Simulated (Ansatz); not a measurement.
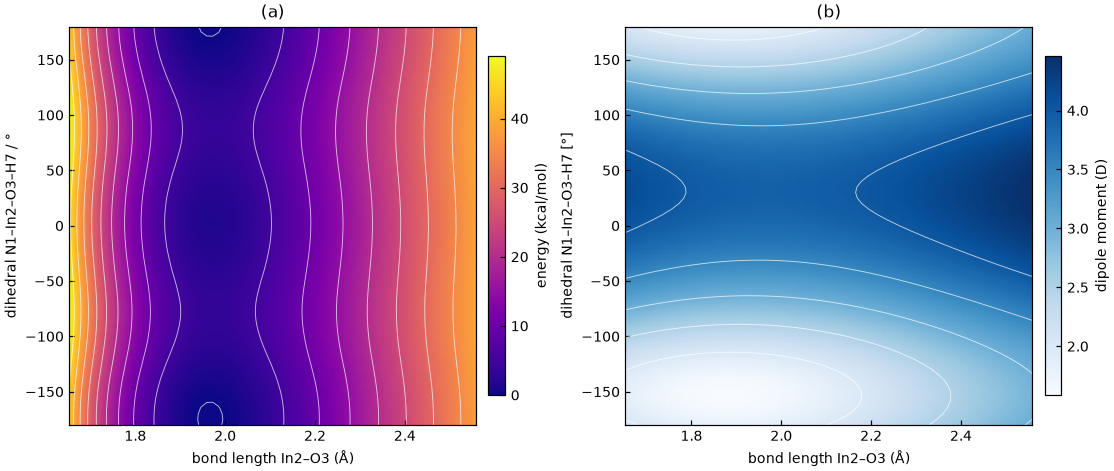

ClH₃InNO, SMILES [NH2][In]([OH])[Cl]. The first coordinate is: bond length In2–O3; the second: dihedral N1–In2–O3–H7. Nothing is relaxed (all other coordinates rigid). The scan uses a 9 × 10 grid. Points are written as (first, second). Energies: kcal/mol, counted from the lowest grid point. The restricted reference is unstable at some or all points, so the energies there are unreliable. Method: Ansatz 0.2.0, RHF-MP2, frozen core/def2-TZVP.

Panel (a) is the energy; panel (b) is the computed dipole moment, in D.

In the figure: a smooth colour map with a few white contour lines. Between grid points the surface is interpolated.

**How does the dipole moment vary over the map, and what is it at the lowest grid point?**

Leaving out the highest fifth of the energies, it runs from 1.61 D at (1.880 Å, −144°) to 4.31 D at (2.445 Å, 36°). At the lowest grid point, (1.993 Å, −180°), it is 1.85 D.
